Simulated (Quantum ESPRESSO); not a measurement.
Consider ZnCu (Pm-3m).

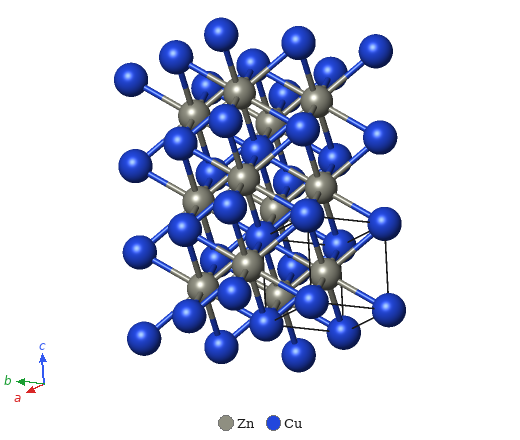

The structure (zinc grey, copper blue). 2×2×3 cells are drawn. Some periodic images of atoms are drawn too.

```
CELL_PARAMETERS angstrom
2.94500 0.00000 0.00000
0.00000 2.94500 0.00000
0.00000 0.00000 2.94500
ATOMIC_POSITIONS crystal
Zn 0.50000 0.50000 0.50000
Cu 0.00000 0.00000 0.00000
```

Absorber: atom 1, with 8 Cu at 2.55 Å and 6 Zn at 2.94 Å (cube and octahedron, as in bcc, site symmetry m-3m). Method: Quantum ESPRESSO XSpectra, PBE, excited-electron core hole (neutral cell), 16-atom cell with 5.9 Å between holes, 4×4×4 k points, dipole transitions, Lorentzian half width 0.83 eV up to 4 eV, rising linearly to 1.75 eV at 25 eV (not a setting of the program: the run's 0.4 eV curve was folded afterwards with a further Lorentzian).

Q: Predict the near-edge structure at the Zn K edge.

Main maxima up to 30 eV above the zero (height): 7.4 eV (1.19), 11.4 eV (1.16), 14.4 eV (1.33) and 24.4 eV (1.05). A K edge sees empty p states on the absorber. The total-energy difference is 9696.10 eV. One term is added: -30.96 eV, since the hole is spin-paired here and a spin-polarised one costs that much less in the free atom (computed apart). The photon energy is then 9665.14 eV. The tabulated edge of the element is 9659 eV. The functional leaves an error of a few eV in such absolute values.

The Zn K spectrum (energy from the energy zero of the input (xe0, at the border of filled and empty states); intensity scaled to a mean of 1 over the first 20 eV; folded afterwards to Lorentzian half width 0.83 eV up to 4 eV, rising linearly to 1.75 eV at 25 eV; the points at xe0, where the cut of filled states can leave a spike, are interpolated):

```
E (eV)  intensity
  -2.0       0.10
  -0.5       0.21
   1.0       0.50
   2.5       0.60
   4.0       0.91
   5.5       1.13
   7.0       1.19
   8.5       1.17
  10.0       1.06
  11.5       1.16
  13.0       1.12
  14.5       1.33
  16.0       1.12
  17.5       0.99
  19.0       0.94
  20.5       0.88
  22.0       0.90
  23.5       1.01
  25.0       1.04
  26.5       1.00
  28.0       1.01
  29.5       1.12
  31.0       1.17
```

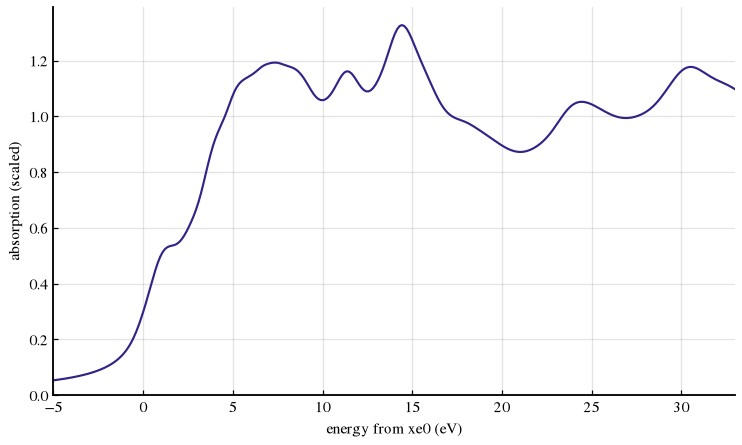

The Zn K edge.

The holes are only 5.9 Å apart, so the shape is probably not converged with cell size; no larger cell was run here. The structure is a published determination, not relaxed.

[Banner, clock and machine lines of the logs are left out without a mark of their own.]

[Logs are printed without paths, hosts, clocks, repeated set-up lines and the standing remarks that a program may print on its own settings, such as how far it seeks lower states.]

[Hosts, paths, dates, database ids (printed as entryN), source tags and the programs' standing remarks are cut or masked in the printed files.]

[Lists of maxima count a maximum above −3 eV only where it reaches 4 % of the highest in the window and stands out from its surroundings by 2 % of it (1.5 % where it reaches 55 %); shoulders and weaker maxima are passed over, and of the rest the first, up to two pre-edge ones and the few strongest are named.]
